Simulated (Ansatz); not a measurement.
## Geometry relaxation, with input and output: CH₆OS₂Si (part 2 of 2)

Continued. System: CH₆OS₂Si, SMILES OCS[SiH2]S. Method: RKS B3LYP-D4/STO-3G (Ansatz 0.2.0). It belongs to a series of runs on one base structure; here: start relaxed.

Geometry of the input (Å):
```
O  1.7827  0.6634  2.2105
C  0.9658  0.6661  1.0081
S  -0.1308  -0.7743  1.0430
Si -1.1902  -0.5255  -0.7216
S  0.0170  -0.7568  -2.4329
H  1.6409  -0.1712  2.5683
H  1.6856  0.6202  0.1655
H  0.4269  1.6103  0.9403
H  -2.3165  -1.5566  -0.7314
H  -1.8576  0.8215  -0.7093
H  -0.9584  -0.6541  -3.3199
```

Trajectory as extended XYZ, continued:
```
11
Properties=species:S:1:pos:R:3:forces:R:3 step=9 energy=-32358.31094 accepted=F
O     1.7608    0.7142    2.1324   -0.0134  -0.1050  -0.0945
C     0.7961    0.6376    1.0366    0.1068   0.0692  -0.0502
S    -0.4753   -0.7026    1.2944   -0.0466   0.0399  -0.1134
Si   -1.3219   -0.6019   -0.6656    0.0296   0.0584  -0.0257
S     0.1633   -1.0209   -2.1637   -0.4196   0.5917  -0.5520
H     2.2461   -0.1946    2.0687   -0.1346   0.1247  -0.0674
H     1.2915    0.4756    0.0406   -0.0609   0.0554   0.1901
H     0.3039    1.6394    1.0121    0.1015  -0.1503  -0.0078
H    -2.4095   -1.5585   -0.6946    0.0054  -0.0190   0.0151
H    -1.8864    0.7108   -0.9443    0.0483  -0.0951   0.0456
H    -0.4032   -0.1561   -3.0961    0.3836  -0.5698   0.6602
11
Properties=species:S:1:pos:R:3:forces:R:3 step=10 energy=-32358.32568
O     1.7358    0.7282    2.1612    0.0140  -0.0057   0.0159
C     0.8189    0.6305    1.0325   -0.0167  -0.0002  -0.0131
S    -0.4556   -0.7113    1.2712   -0.0052   0.0189  -0.0248
Si   -1.3164   -0.5922   -0.6760    0.0228   0.0220   0.0095
S     0.1620   -0.9626   -2.1889   -0.0693   0.0375  -0.0065
H     2.2150   -0.1816    2.1301   -0.0161   0.0050  -0.0269
H     1.3557    0.4553    0.0671   -0.0087  -0.0046  -0.0052
H     0.3285    1.6263    0.9657    0.0058  -0.0131   0.0067
H    -2.3935   -1.5613   -0.7090    0.0114  -0.0085   0.0018
H    -1.8986    0.7168   -0.9167    0.0106  -0.0279  -0.0071
H    -0.4863   -0.2050   -3.1166    0.0515  -0.0234   0.0498
11
Properties=species:S:1:pos:R:3:forces:R:3 step=11 energy=-32358.33034
O     1.7559    0.7126    2.1331   -0.0228  -0.0239  -0.0476
C     0.8080    0.6390    1.0262    0.0035  -0.0141   0.0118
S    -0.4807   -0.6860    1.2867    0.0159   0.0554  -0.0025
Si   -1.3266   -0.5987   -0.6675   -0.0028  -0.0248  -0.0017
S     0.1678   -0.9867   -2.1582   -0.1070   0.1310  -0.1250
H     2.2157   -0.2065    2.0810   -0.0092   0.0163  -0.0114
H     1.3169    0.4607    0.0450   -0.0227   0.0064   0.0286
H     0.3306    1.6426    0.9797    0.0203  -0.0203   0.0070
H    -2.3927   -1.5803   -0.6921    0.0067   0.0055  -0.0002
H    -1.9156    0.7001   -0.9419    0.0080  -0.0209   0.0052
H    -0.4139   -0.1538   -3.0715    0.1101  -0.1107   0.1357
11
Properties=species:S:1:pos:R:3:forces:R:3 step=12 energy=-32358.33364
O     1.7862    0.6902    2.0888   -0.0638  -0.0877  -0.1226
C     0.7915    0.6530    1.0184    0.0351  -0.0033   0.0160
S    -0.5289   -0.6329    1.3200    0.0661   0.0259  -0.0372
Si   -1.3390   -0.6231   -0.6534   -0.0587   0.1240  -0.0343
S     0.1724   -1.0121   -2.1261   -0.0915   0.2350  -0.2741
H     2.2155   -0.2432    2.0097   -0.0309   0.0698   0.0043
H     1.2559    0.4623    0.0154   -0.0484   0.0245   0.0914
H     0.3433    1.6719    0.9973    0.0469  -0.0558  -0.0004
H    -2.3976   -1.6126   -0.6720    0.0318  -0.0146   0.0101
H    -1.9335    0.6652   -0.9634   -0.0107  -0.0390  -0.0082
H    -0.3004   -0.0757   -3.0140    0.1242  -0.2789   0.3549
11
Properties=species:S:1:pos:R:3:forces:R:3 step=13 energy=-32358.33228 accepted=F
O     1.8087    0.6659    2.0375   -0.0798  -0.1124  -0.1526
C     0.7791    0.6611    0.9978    0.0533  -0.0012   0.0404
S    -0.5567   -0.6021    1.3251    0.0137   0.1138   0.0128
Si   -1.3655   -0.6214   -0.6504    0.0433  -0.1355   0.0944
S     0.1906   -1.0514   -2.0663   -0.3541   0.6980  -0.4642
H     2.2155   -0.2763    1.9356   -0.0517   0.1052   0.0043
H     1.2079    0.4711   -0.0221   -0.0505   0.0133   0.1138
H     0.3520    1.6900    1.0026    0.0559  -0.0796   0.0005
H    -2.3952   -1.6413   -0.6572    0.0147   0.0241   0.0024
H    -1.9863    0.6445   -1.0014    0.0509  -0.0467  -0.0132
H    -0.1848    0.0028   -2.8807    0.3044  -0.5789   0.3612
11
Properties=species:S:1:pos:R:3:forces:R:3 step=14 energy=-32358.34305
O     1.8065    0.6654    2.0488   -0.0363  -0.0517  -0.0661
C     0.7892    0.6555    1.0016    0.0254   0.0229   0.0398
S    -0.5781   -0.5677    1.3454    0.0513   0.0411  -0.0490
Si   -1.3539   -0.6183   -0.6416   -0.0597   0.0052  -0.0115
S     0.2103   -0.9694   -2.0687   -0.0788   0.1327  -0.1549
H     2.1970   -0.2843    1.9734   -0.0199   0.0401   0.0003
H     1.2209    0.4266   -0.0072   -0.0315   0.0311   0.0491
H     0.3864    1.6929    0.9739    0.0369  -0.0564   0.0008
H    -2.3597   -1.6622   -0.6644    0.0234   0.0193   0.0017
H    -2.0028    0.6323   -0.9939    0.0004  -0.0361  -0.0045
H    -0.2504   -0.0279   -2.9467    0.0888  -0.1482   0.1941
11
Properties=species:S:1:pos:R:3:forces:R:3 step=15 energy=-32358.34931
O     1.8237    0.6450    2.0301   -0.0316  -0.0535  -0.0415
C     0.7928    0.6699    0.9978   -0.0365   0.0186  -0.0459
S    -0.5978   -0.5253    1.3442    0.0017   0.0071   0.0611
Si   -1.3747   -0.6319   -0.6412    0.0290   0.0703  -0.0634
S     0.2064   -0.9828   -2.0510   -0.0624   0.0636  -0.0835
H     2.1903   -0.3127    1.9410   -0.0169   0.0292   0.0001
H     1.2037    0.4407   -0.0189   -0.0108   0.0199   0.0186
H     0.4156    1.7169    0.9861    0.0233  -0.0510   0.0058
H    -2.3615   -1.6945   -0.6531    0.0483   0.0230   0.0321
H    -2.0432    0.5989   -1.0280    0.0083  -0.0519   0.0130
H    -0.1899    0.0188   -2.8864    0.0475  -0.0755   0.1036
11
Properties=species:S:1:pos:R:3:forces:R:3 step=16 energy=-32358.35561
O     1.8410    0.6126    1.9872   -0.0021  -0.0637  -0.0509
C     0.7809    0.6838    0.9865   -0.0372   0.0188   0.0328
S    -0.6403   -0.4649    1.3660    0.0680   0.0810  -0.0948
Si   -1.3752   -0.6373   -0.6345   -0.1436  -0.0372  -0.0119
S     0.2040   -1.0080   -2.0420   -0.1199   0.2861  -0.1329
H     2.1685   -0.3585    1.8826   -0.0351   0.0628  -0.0018
H     1.1514    0.4468   -0.0441    0.0141   0.0178   0.0338
H     0.4428    1.7446    0.9956    0.0234  -0.0765  -0.0017
H    -2.3314   -1.7288   -0.6110    0.0648   0.0525  -0.0199
H    -2.0835    0.5590   -1.0655    0.0712  -0.0820   0.0405
H    -0.0928    0.0938   -2.8003    0.0964  -0.2597   0.2068
11
Properties=species:S:1:pos:R:3:forces:R:3 step=17 energy=-32358.36028
O     1.8590    0.5866    1.9419   -0.0202  -0.1402  -0.0649
C     0.7797    0.6950    0.9641   -0.0764   0.0405   0.0333
S    -0.6769   -0.4024    1.3734    0.0812   0.1019  -0.0855
Si   -1.4021   -0.6517   -0.6266   -0.1011   0.0292  -0.0063
S     0.2126   -1.0016   -1.9987   -0.1283   0.3379  -0.1955
H     2.1462   -0.3984    1.8340   -0.0487   0.1301   0.0063
H     1.1205    0.4403   -0.0738   -0.0052   0.0182   0.0603
H     0.4814    1.7692    0.9801    0.0289  -0.1421  -0.0117
H    -2.3198   -1.7785   -0.5969    0.1066   0.1066  -0.0086
H    -2.1418    0.5166   -1.0906    0.0954  -0.1501   0.0556
H     0.0067    0.1678   -2.6862    0.0678  -0.3320   0.2170
11
Properties=species:S:1:pos:R:3:forces:R:3 step=18 energy=-32358.36579
O     1.8577    0.5838    1.9380   -0.0050  -0.0884  -0.0364
C     0.7807    0.6966    0.9597   -0.0659   0.0073   0.0167
S    -0.6805   -0.3902    1.3714    0.0675   0.0772  -0.0468
Si   -1.4024   -0.6520   -0.6261   -0.0758  -0.0295  -0.0306
S     0.1990   -1.0067   -2.0103   -0.0809   0.1689  -0.0563
H     2.1378   -0.4023    1.8324   -0.0288   0.0803   0.0070
H     1.1218    0.4373   -0.0761   -0.0002   0.0161   0.0367
H     0.4884    1.7709    0.9719    0.0191  -0.0812  -0.0092
H    -2.3091   -1.7846   -0.5938    0.0613   0.0742   0.0074
H    -2.1486    0.5069   -1.0937    0.0589  -0.0888   0.0383
H     0.0204    0.1832   -2.6529    0.0498  -0.1362   0.0731
11
Properties=species:S:1:pos:R:3:forces:R:3 step=19 energy=-32358.36825
O     1.8571    0.5717    1.9215    0.0171  -0.0278   0.0065
C     0.7814    0.6979    0.9447   -0.0456  -0.0213   0.0160
S    -0.6988   -0.3524    1.3712    0.0717   0.0446  -0.0269
Si   -1.4108   -0.6602   -0.6226   -0.0365   0.0631  -0.0190
S     0.1859   -0.9889   -2.0151    0.0300  -0.1171   0.0110
H     2.1140   -0.4203    1.8252   -0.0073   0.0260   0.0079
H     1.1179    0.4206   -0.0872   -0.0113   0.0081   0.0074
H     0.5116    1.7762    0.9453    0.0094  -0.0126  -0.0050
H    -2.2915   -1.8086   -0.5652    0.0382   0.0091  -0.0447
H    -2.1816    0.4752   -1.0963   -0.0054  -0.0212   0.0053
H     0.0802    0.2317   -2.6009   -0.0604   0.0490   0.0414
11
Properties=species:S:1:pos:R:3:forces:R:3 step=20 energy=-32358.37069
O     1.8601    0.5625    1.9131    0.0179  -0.0019   0.0243
C     0.7882    0.7015    0.9341   -0.0349  -0.0358  -0.0161
S    -0.7085   -0.3198    1.3645    0.0241   0.0205   0.0219
Si   -1.4204   -0.6610   -0.6247    0.0216  -0.0147   0.0131
S     0.1772   -0.9872   -2.0135   -0.0026   0.0180  -0.0293
H     2.0967   -0.4348    1.8256    0.0011   0.0015   0.0067
H     1.1229    0.4123   -0.0946   -0.0128   0.0031  -0.0049
H     0.5371    1.7835    0.9269    0.0068   0.0191  -0.0002
H    -2.2710   -1.8297   -0.5645   -0.0015  -0.0025  -0.0102
H    -2.2161    0.4515   -1.1062   -0.0177   0.0143  -0.0159
H     0.0990    0.2641   -2.5401   -0.0021  -0.0217   0.0105
11
Properties=species:S:1:pos:R:3:forces:R:3 step=21 energy=-32358.37093
O     1.8616    0.5601    1.9136    0.0114  -0.0015   0.0162
C     0.7908    0.7023    0.9334   -0.0201  -0.0229  -0.0140
S    -0.7124   -0.3071    1.3669    0.0148   0.0089  -0.0047
Si   -1.4194   -0.6612   -0.6231   -0.0023  -0.0197  -0.0135
S     0.1714   -0.9845   -2.0202    0.0048   0.0482  -0.0112
H     2.0904   -0.4395    1.8318    0.0000   0.0023   0.0050
H     1.1235    0.4072   -0.0943   -0.0055   0.0049  -0.0032
H     0.5475    1.7862    0.9219    0.0064   0.0095   0.0006
H    -2.2613   -1.8364   -0.5646   -0.0033   0.0002   0.0090
H    -2.2241    0.4429   -1.1106   -0.0108   0.0107   0.0020
H     0.0974    0.2731   -2.5342    0.0047  -0.0407   0.0139
11
Properties=species:S:1:pos:R:3:forces:R:3 step=22 energy=-32358.37057 accepted=F
O     1.8571    0.5581    1.9272    0.0106  -0.0018   0.0153
C     0.8010    0.6990    0.9310   -0.0084   0.0078   0.0425
S    -0.7178   -0.2872    1.3615    0.0209   0.0042   0.0285
Si   -1.4221   -0.6603   -0.6249    0.0350   0.0050  -0.0330
S     0.1730   -0.9617   -2.0217    0.0137  -0.0486   0.0122
H     2.0781   -0.4435    1.8563    0.0189  -0.0291   0.0178
H     1.1453    0.3901   -0.0873   -0.0250  -0.0214  -0.0608
H     0.5727    1.7852    0.9055   -0.0231   0.0378  -0.0133
H    -2.2438   -1.8481   -0.5623   -0.0216  -0.0253   0.0134
H    -2.2466    0.4276   -1.1132   -0.0197   0.0231  -0.0111
H     0.0685    0.2838   -2.5516   -0.0014   0.0483  -0.0116
11
Properties=species:S:1:pos:R:3:forces:R:3 step=23 energy=-32358.37115
O     1.8608    0.5575    1.9160    0.0076  -0.0024   0.0092
C     0.7949    0.7012    0.9302   -0.0109  -0.0048   0.0076
S    -0.7163   -0.2947    1.3646    0.0125   0.0065  -0.0023
Si   -1.4211   -0.6614   -0.6244    0.0005  -0.0072  -0.0001
S     0.1728   -0.9736   -2.0204    0.0003   0.0143  -0.0019
H     2.0823   -0.4443    1.8416    0.0026  -0.0029   0.0056
H     1.1296    0.3986   -0.0944   -0.0065  -0.0032  -0.0151
H     0.5604    1.7870    0.9121   -0.0008   0.0089  -0.0021
H    -2.2519   -1.8439   -0.5600   -0.0037  -0.0056   0.0002
H    -2.2385    0.4334   -1.1124   -0.0038   0.0063  -0.0037
H     0.0925    0.2832   -2.5324    0.0021  -0.0099   0.0026
```

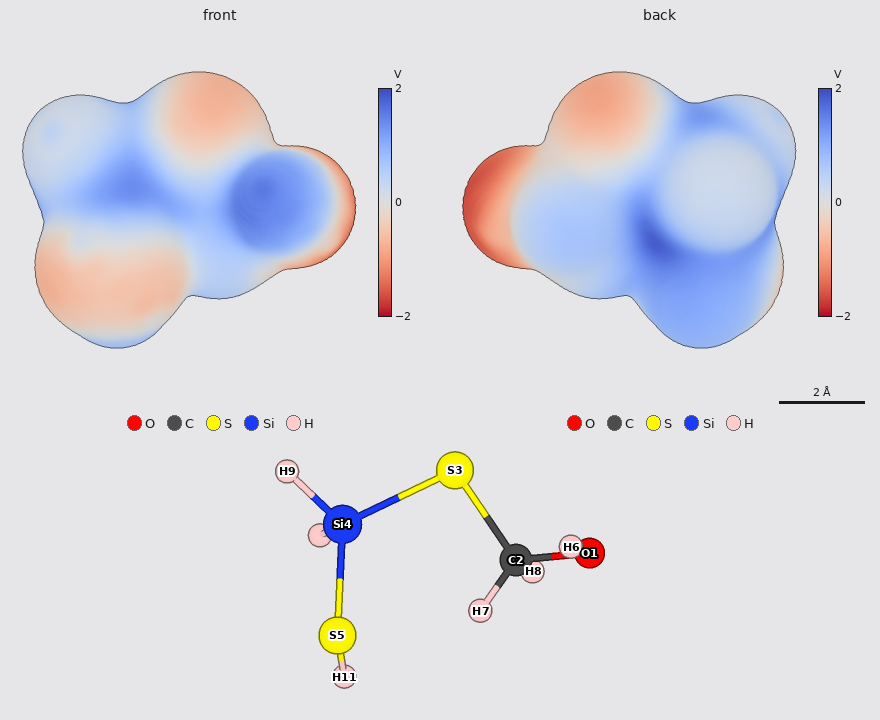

Figure 1. The electrostatic potential painted on the density surface at 0.002 e/bohr³, seen at a tilt and from behind; the colour scale runs from red (negative) to blue (positive). The bare structure is drawn below in the same view. A positive charge is drawn to the negative regions and a negative charge to the positive ones.

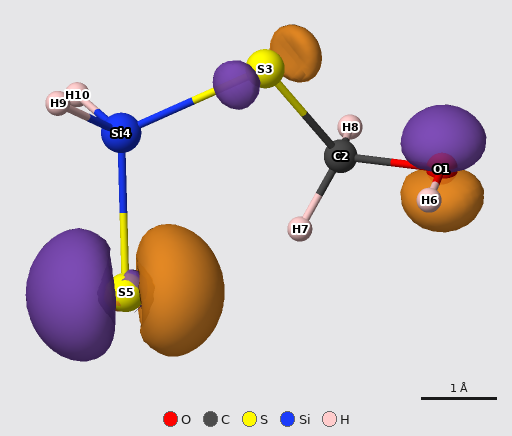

Figure 2. The HOMO−1 at ±0.2 Å⁻³ᐟ² (orange and purple are the two phases), seen at a tilt. Its energy is −3.66 eV.

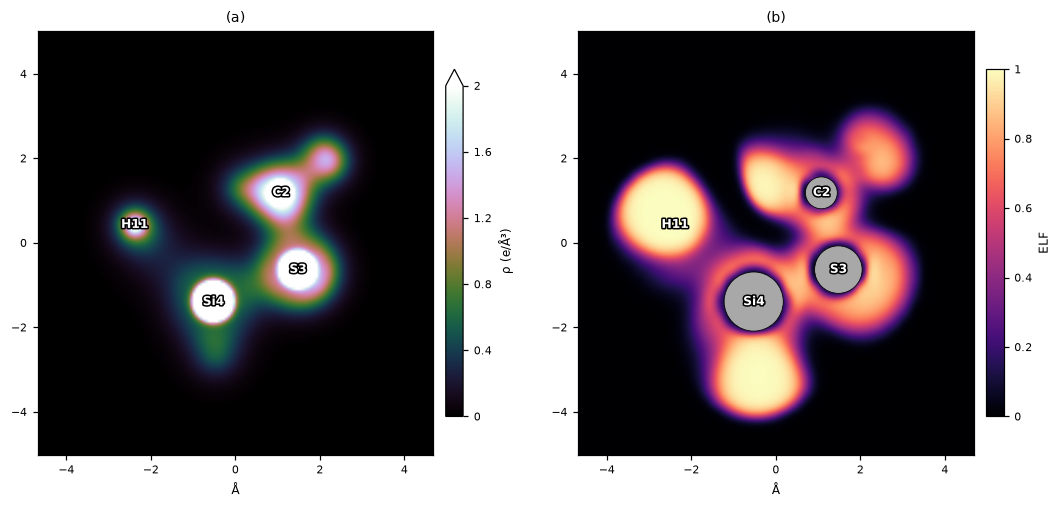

Figure 3. (a) total electron density; (b) electron localisation function on the plane of atoms C2, S3 and Si4. Grey discs, where drawn, cover atomic cores. The section cuts through C, S, Si and H sites. C–S (1.86 Å): ρ at the midpoint is about 1 e/Å³; the ELF peaks at about 0.90 between the atoms, as expected for localised, shared-pair bonding.
